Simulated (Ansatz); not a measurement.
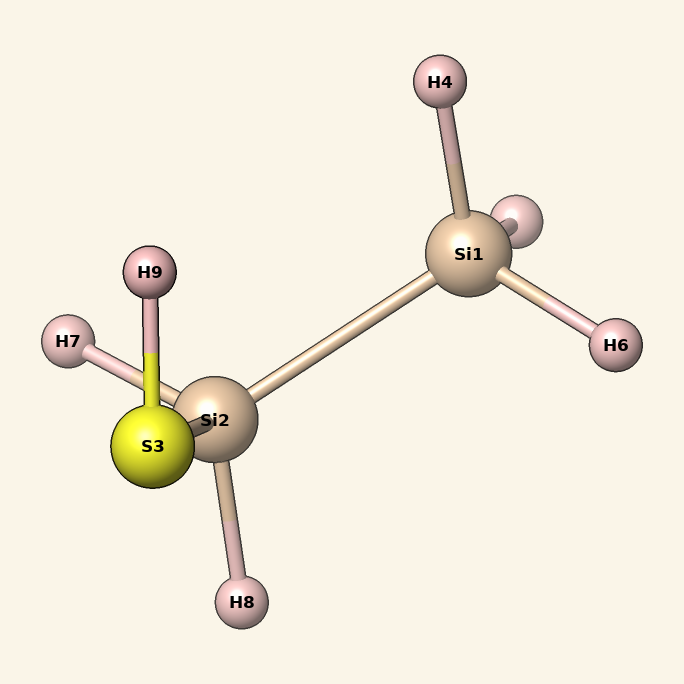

Si2 lies behind S3. The molecule seen a little off the S3–Si2 bond, S3 in front. Distant atoms are faded towards the background colour. The geometry was computed by an optimisation with PBE-D4/def2-SVP. No frequency run is at hand to confirm it as a minimum.

What is the torsion angle H9–S3–Si2–Si1? The sign is positive where the front bond must turn clockwise to cover the back bond.

56°, synclinal (gauche).
